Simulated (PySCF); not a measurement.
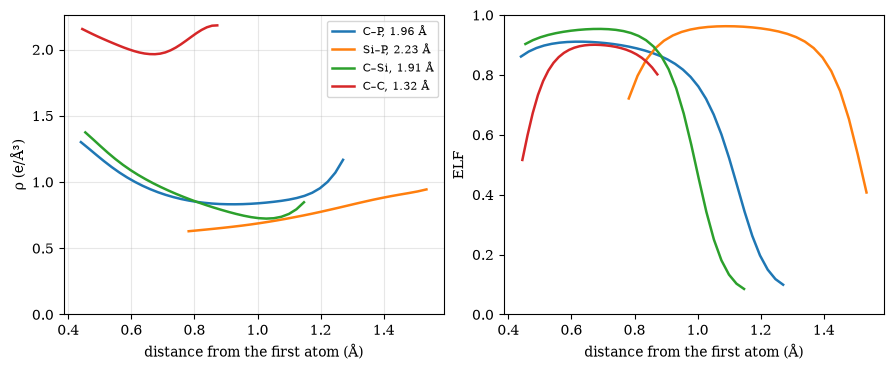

*C₄H₁₁P₂Si (doublet). Electron density and electron localisation function along straight lines between neighbouring atoms. The curves leave out the atomic cores.*

Geometry: GFN2-xTB.

Computed with UKS B3LYP, pcH-1 on C H P Si, non-relativistic, mean-field spin-orbit, GIAO in PySCF.

```json
{"atom": "C", "x (Å)": "2.6702", "y (Å)": "1.0360", "z (Å)": "-0.3651"}
{"atom": "C", "x (Å)": "1.4166", "y (Å)": "0.7100", "z (Å)": "-0.1293"}
{"atom": "C", "x (Å)": "0.8918", "y (Å)": "-0.1491", "z (Å)": "0.9725"}
{"atom": "C", "x (Å)": "0.1626", "y (Å)": "-1.3577", "z (Å)": "0.3858"}
{"atom": "Si", "x (Å)": "-1.0640", "y (Å)": "-0.6783", "z (Å)": "-0.9136"}
{"atom": "P", "x (Å)": "-0.0195", "y (Å)": "1.2484", "z (Å)": "-1.3420"}
{"atom": "P", "x (Å)": "-3.0555", "y (Å)": "-0.3387", "z (Å)": "0.0761"}
{"atom": "H", "x (Å)": "3.4809", "y (Å)": "0.7283", "z (Å)": "0.2796"}
{"atom": "H", "x (Å)": "2.9366", "y (Å)": "1.6446", "z (Å)": "-1.2144"}
{"atom": "H", "x (Å)": "0.1857", "y (Å)": "0.4365", "z (Å)": "1.5722"}
{"atom": "H", "x (Å)": "1.7117", "y (Å)": "-0.4633", "z (Å)": "1.6249"}
{"atom": "H", "x (Å)": "-0.3285", "y (Å)": "-1.9212", "z (Å)": "1.1789"}
{"atom": "H", "x (Å)": "0.8855", "y (Å)": "-2.0193", "z (Å)": "-0.0904"}
{"atom": "H", "x (Å)": "-1.0717", "y (Å)": "-1.5012", "z (Å)": "-2.1333"}
{"atom": "H", "x (Å)": "-0.5830", "y (Å)": "2.0413", "z (Å)": "-0.3458"}
{"atom": "H", "x (Å)": "-1.0341", "y (Å)": "1.8108", "z (Å)": "-2.3114"}
{"atom": "H", "x (Å)": "-3.5917", "y (Å)": "-1.5503", "z (Å)": "-0.3189"}
{"atom": "H", "x (Å)": "-3.6022", "y (Å)": "0.3297", "z (Å)": "-1.0041"}
```

Q: What kind of bonding do the profiles show?

A: C–P (1.96 Å): ρ is about 0.84 e/Å³ halfway; the ELF peaks at about 0.90 between the atoms; a covalent bond.
Si–P (2.23 Å): the density is about 0.73 e/Å³ at the midpoint; the ELF peaks at about 0.95 between the atoms (a shared electron pair).
C–Si (1.91 Å): the density is about 0.75 e/Å³ at the midpoint; the ELF peaks at about 0.95 between the atoms: a covalent bond.
C–C (1.32 Å): ρ at the midpoint is about 2 e/Å³; the ELF peaks at about 0.90 between the atoms (a short, multiple covalent bond).
